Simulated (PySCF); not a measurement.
# CH4AlN (SMILES C#[N+][AlH3-]) at 6 levels

Aim: a comparison of 6 runs (HF/STO-3G, HF/3-21G, B3LYP/6-31G, BLYP/def2-SVP, PBE0/def2-SVP, wB97X/cc-pVDZ) of CH4AlN. Input form: a Python script.

Program for the calculation: PySCF 2.14.0.

### 1 The system as given

The species is CH4AlN (7 atoms), meant as a singlet with charge 0. As SMILES, `C#[N+][AlH3-]`. The shape comes from GFN2-xTB, which is rough for such elements, and wasn't checked as a minimum.

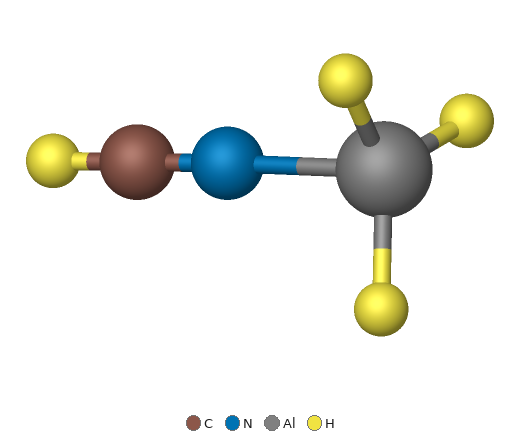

The structure, seen from a chosen angle (carbon brown, nitrogen blue, aluminium grey, hydrogen yellow).

### 2 Energy and gradient at HF/STO-3G (run 1)

The input, start.xyz:

```xyz
7

C     -0.725960    -1.719500     0.228770
N     -0.304390    -0.672260     0.076330
Al     0.484780     1.150880    -0.155310
H     -1.120610    -2.692910     0.372220
H     -0.078600     1.420840    -1.589300
H     -0.233890     1.806040     1.070950
H      1.978670     0.706910    -0.003660
```

The input, run.py:

```python
import pyscf.grad
from pyscf import gto, scf

mol = gto.Mole()
mol.atom = 'start.xyz'
mol.verbose = 3
mol.basis = 'sto-3g'
mol.max_memory = 1860
mol.build()

hf = scf.RHF(mol)
hf.conv_tol = 1e-10
hf.kernel()
if not hf.converged:
    hf = hf.newton().run(hf.mo_coeff, hf.mo_occ)

e_final = hf.e_tot
print(f'total energy: {e_final:.8f} hartree')
grad = hf.Gradients().kernel()
dip = hf.dip_moment()
pop, q = hf.mulliken_pop()
```

Command:

```
$ OMP_NUM_THREADS=1 python run.py
```

Log:

```text
converged SCF energy = -332.425518430398
total energy: -332.42551843 hartree
--------------- RHF gradients ---------------
         x                y                z
0 C     0.0067183668     0.0154454238    -0.0022506240
1 N    -0.0088474023    -0.0209216607     0.0031940699
2 Al    -0.0056601496    -0.0129643135     0.0012877961
3 H     0.0060778528     0.0151131990    -0.0020948659
4 H    -0.0144661623     0.0038757231    -0.0335500278
5 H    -0.0183494041     0.0127983945     0.0294539562
6 H     0.0345268987    -0.0133467663     0.0039596956
----------------------------------------------
Dipole moment(X, Y, Z, Debye): -2.21331, -5.28283,  0.71151
 ** Mulliken pop  **
pop of  0 C 1s            1.99493
pop of  0 C 2s            1.06592
pop of  0 C 2px           0.92343
pop of  0 C 2py           0.97712
pop of  0 C 2pz           0.91317
pop of  1 N 1s            1.99681
pop of  1 N 2s            1.66943
pop of  1 N 2px           1.12793
pop of  1 N 2py           1.29992
pop of  1 N 2pz           1.09830
pop of  2 Al 1s           1.99940
pop of  2 Al 2s           1.98079
pop of  2 Al 3s           0.93366
pop of  2 Al 2px          1.94024
pop of  2 Al 2py          1.92937
pop of  2 Al 2pz          1.94265
pop of  2 Al 3px          0.54817
pop of  2 Al 3py          0.27173
pop of  2 Al 3pz          0.60983
pop of  3 H 1s            0.80738
pop of  4 H 1s            1.32286
pop of  5 H 1s            1.32346
pop of  6 H 1s            1.32351
 ** Mulliken atomic charges  **
charge of    0C =      0.12544
charge of    1N =     -0.19239
charge of    2Al =      0.84415
charge of    3H =      0.19262
charge of    4H =     -0.32286
charge of    5H =     -0.32346
charge of    6H =     -0.32351
```

It took 0.77 s on 1 thread of Intel Xeon 6975P-C (Granite Rapids), shared host; peak memory 0.12 GiB.

### 3 Energy and forces at HF/3-21G (run 2)

The input, job.py:

```python
from pyscf import gto, scf

mol = gto.M(
    atom='''
C       -0.725960      -1.719500       0.228770
N       -0.304390      -0.672260       0.076330
Al       0.484780       1.150880      -0.155310
H       -1.120610      -2.692910       0.372220
H       -0.078600       1.420840      -1.589300
H       -0.233890       1.806040       1.070950
H        1.978670       0.706910      -0.003660
''',
    verbose=4,
    basis='3-21g',
    spin=0,
    max_memory=1860,
)

calc0 = scf.RHF(mol)
calc0.conv_tol = 1e-10
calc0.kernel()
if not calc0.converged:
    calc0 = calc0.newton().run(calc0.mo_coeff, calc0.mo_occ)

e_final = calc0.e_tot
print('Final energy', e_final)
grad = calc0.nuc_grad_method().kernel()
calc0.analyze()
```

Command:

```
$ OMP_NUM_THREADS=1 python job.py
```

Log:

```text
PySCF version 2.14.0

[... 77 lines left out ...]
One-electron Energy =                 -628.184892937675841
[... 7 lines left out ...]
MO #3   energy= -11.3291809712308  occ= 2
[... 5 lines left out ...]
MO #9   energy= -0.875824712755351 occ= 2
[... 5 lines left out ...]
MO #15  energy= -0.381942492829    occ= 2
[... 5 lines left out ...]
MO #21  energy= 0.219833331428286  occ= 0
[... 5 lines left out ...]
MO #27  energy= 0.551211481710048  occ= 0
[... 5 lines left out ...]
MO #33  energy= 1.38431224737489   occ= 0
[... 5 lines left out ...]
MO #39  energy= 2.95535032753421   occ= 0
[... 49 lines left out ...]
Dipole moment(X, Y, Z, Debye): -2.65888, -6.36061,  0.86249
```

Run time: 0.85 s. Hardware: 1 thread of Intel Xeon 6975P-C (Granite Rapids), shared host; peak memory 0.12 GiB.

Runs 3 to 4 aren't shown in full; the table further down has their settings and results.

### 4 Energy and forces at PBE0/def2-SVP (run 5)

The input, job.py:

```python
from pyscf import gto, dft

mol = gto.Mole()
mol.atom = '''
C     -0.725960    -1.719500     0.228770
N     -0.304390    -0.672260     0.076330
Al     0.484780     1.150880    -0.155310
H     -1.120610    -2.692910     0.372220
H     -0.078600     1.420840    -1.589300
H     -0.233890     1.806040     1.070950
H      1.978670     0.706910    -0.003660
'''
mol.max_memory = 1860
mol.verbose = 4
mol.basis = 'def2-svp'
mol.build()

mf = dft.RKS(mol)
mf.xc = 'pbe0'
mf.grids.level = 5
mf.conv_tol = 1e-10
mf.kernel()
if not mf.converged:
    mf = mf.newton().run(mf.mo_coeff, mf.mo_occ)

e_final = mf.e_tot
print('Final energy', e_final)
grad = mf.nuc_grad_method().kernel()
mf.analyze()
```

Command:

```
$ OMP_NUM_THREADS=1 python job.py
```

Log:

```text
PySCF version 2.14.0

[... 73 lines left out ...]
Final energy -337.25933412663045
[... 25 lines left out ...]
MO #3   energy= -10.3650949401632  occ= 2
[... 8 lines left out ...]
MO #12  energy= -0.458391160093063 occ= 2
[... 8 lines left out ...]
MO #21  energy= 0.105516503687134  occ= 0
[... 8 lines left out ...]
MO #30  energy= 0.485588540188956  occ= 0
[... 8 lines left out ...]
MO #39  energy= 0.839381671236761  occ= 0
[... 8 lines left out ...]
MO #48  energy= 1.53436869747089   occ= 0
[... 8 lines left out ...]
MO #57  energy= 1.97657827604573   occ= 0
[... 8 lines left out ...]
MO #66  energy= 3.67236653243704   occ= 0
[... 76 lines left out ...]
Dipole moment(X, Y, Z, Debye): -2.40375, -5.74807,  0.77941
```

Run time: 14 s. Hardware: 1 thread of Intel Xeon 6975P-C (Granite Rapids), shared host; peak memory 0.67 GiB.

### 5 Energy and gradient at wB97X/cc-pVDZ (run 6)

The input, input.py:

```python
# C#[N+][AlH3-]
from pyscf import gto, dft

mol = gto.M(
    atom='''
C       -0.725960      -1.719500       0.228770
N       -0.304390      -0.672260       0.076330
Al       0.484780       1.150880      -0.155310
H       -1.120610      -2.692910       0.372220
H       -0.078600       1.420840      -1.589300
H       -0.233890       1.806040       1.070950
H        1.978670       0.706910      -0.003660
''',
    max_memory=1860,
    spin=0,
    verbose=4,
    basis='cc-pvdz',
)

mf = dft.RKS(mol)
mf.xc = 'wb97x'
mf.grids.level = 5
mf.conv_tol = 1e-10
mf.kernel()
if not mf.converged:
    mf = mf.newton().run(mf.mo_coeff, mf.mo_occ)

etot = mf.e_tot
print('E = %.10f Eh' % etot)
grad = mf.nuc_grad_method().kernel()
mf.analyze()
```

Command:

```
$ OMP_NUM_THREADS=1 python input.py
```

Log:

```text
PySCF version 2.14.0

[... 72 lines left out ...]
converged SCF energy = -337.609522989055
[... 26 lines left out ...]
MO #3   energy= -10.4036085812401  occ= 2
[... 8 lines left out ...]
MO #12  energy= -0.550615558652888 occ= 2
[... 8 lines left out ...]
MO #21  energy= 0.164764147285839  occ= 0
[... 8 lines left out ...]
MO #30  energy= 0.509148978841348  occ= 0
[... 8 lines left out ...]
MO #39  energy= 0.890600293669037  occ= 0
[... 8 lines left out ...]
MO #48  energy= 1.40566155938875   occ= 0
[... 8 lines left out ...]
MO #57  energy= 1.90826587928234   occ= 0
[... 8 lines left out ...]
MO #66  energy= 3.19552600876209   occ= 0
[... 76 lines left out ...]
Dipole moment(X, Y, Z, Debye): -2.45398, -5.86399,  0.79398
```

Wall time 15 s (1 thread of Intel Xeon 6975P-C (Granite Rapids), shared host); peak memory 0.68 GiB.

### 6 Overview of the runs

```
run          level  integration grid  energy (Eh)  dipole moment (D)  HOMO energy (eV)  LUMO energy (eV)  wall time
  1      HF/STO-3G                 –  -332.425518               5.77             -7.95              7.16     0.77 s
  2       HF/3-21G                 –  -334.672326               6.95            -10.39              3.35     0.85 s
  3    B3LYP/6-31G                 5  -337.604032               6.27             -7.33             -1.37       10 s
  4  BLYP/def2-SVP                 5  -337.462364               5.91             -6.15             -2.21      9.3 s
  5  PBE0/def2-SVP                 5  -337.259334               6.28             -7.48             -1.29       14 s
  6  wB97X/cc-pVDZ                 5  -337.609523               6.41             -9.87              1.18       15 s
```

### 7 What came out

| quantity | value |
| --- | --- |
| run 6: total energy | -337.60952 Eh |
| run 6: dipole moment | 6.41 D |
| run 6: HOMO energy | -9.87 eV |
| run 6: LUMO energy | 1.18 eV |
| run 6: HOMO–LUMO gap | 11.05 eV |
| run 6: largest force on an atom | 0.773 eV/Å |

In words: The dipole moment (its size) runs from 5.77 D (HF/STO-3G) to 6.95 D (HF/3-21G). The HOMO–LUMO gap runs from 3.94 eV (BLYP/def2-SVP) to 15.11 eV (HF/STO-3G). The two ends differ in method and basis. Totals of different functionals can't be ranked against each other. In run 1 the basis is minimal, so the values are rough. All runs together took 50 s, the longest 15 s.
